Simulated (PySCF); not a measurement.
**C8H9N (SMILES C=C(C)c1ccncc1): density, localisation and related maps**

```xyz
18

C    -1.3216   -1.8340    0.6699
C    -0.9859   -0.8340   -0.1595
C    -1.7387   -0.5957   -1.4365
C     0.1585    0.0608    0.1384
C     0.8526    0.7279   -0.8798
C     1.9312    1.5481   -0.5524
N     2.3507    1.7575    0.6913
C     1.6860    1.1389    1.6658
C     0.5992    0.2982    1.4489
H    -2.1698   -2.4867    0.4486
H    -0.7546   -2.0486    1.5782
H    -2.0507    0.4568   -1.5275
H    -1.1149   -0.8223   -2.3166
H    -2.6322   -1.2316   -1.4919
H     0.5714    0.6065   -1.9269
H     2.4826    2.0634   -1.3478
H     2.0312    1.3288    2.6889
H     0.0839   -0.1510    2.2997
```

Geometry: PBE0-D3(BJ)/def2-SVP.

Method: PySCF, wB97X-D/def2-SVPD, SCF density, gas phase.

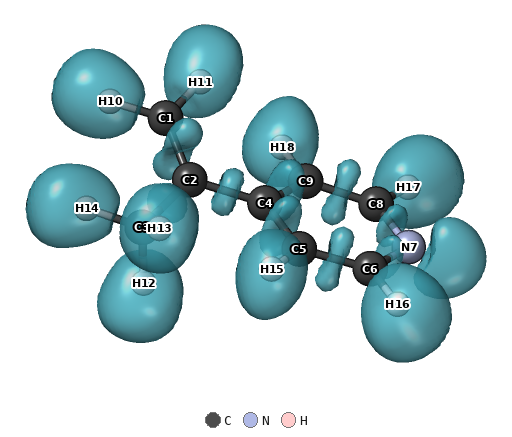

Figure 1. Isosurface of the ELF at 0.85 (cyan), seen at an oblique angle. Core shells and regions of very low density are left out.

Describe the localisation domains.

Answer. At this value the surface marks out seven regions between bonded C–C atoms (shared pairs), two regions between bonded C–N atoms (shared pairs), nine regions around hydrogen nuclei and one lobe on N, pointing away from the bonds (lone pairs).


C–N (1.33 Å): the ELF peaks at about 0.90 between the atoms: localised, covalent bonding. C–C (1.34 Å): the ELF peaks at about 0.95 between the atoms; a multiple bond.

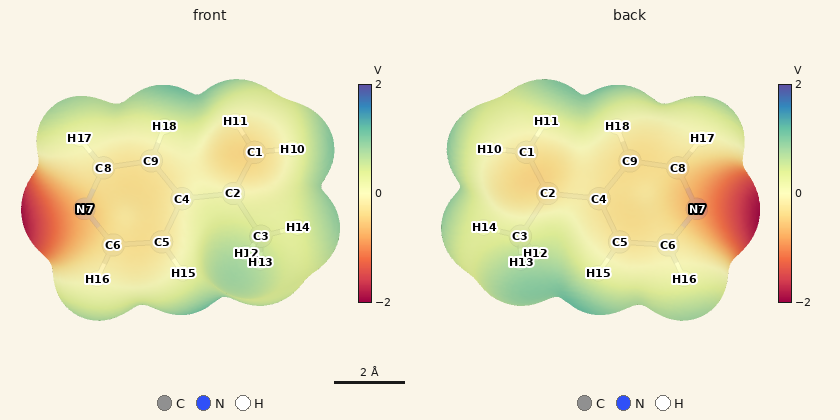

Figure 2. The electrostatic potential painted on the density surface at 0.002 e/bohr³, seen from the front and from behind; red is negative and blue positive.

Which sites attract a positive test charge, and which a negative one?

Answer. A positive charge is drawn to the negative regions and a negative charge to the positive ones. The most negative region (about −1.9 V, or −44 kcal/mol for a unit charge) lies over N7, the most positive (about +1.1 V, or +25 kcal/mol for a unit charge) over H15 and H18. N7 is the likeliest acceptor of a hydrogen bond.

What dipole moment does the calculation give?

Answer. Its dipole moment is 2.69 D.
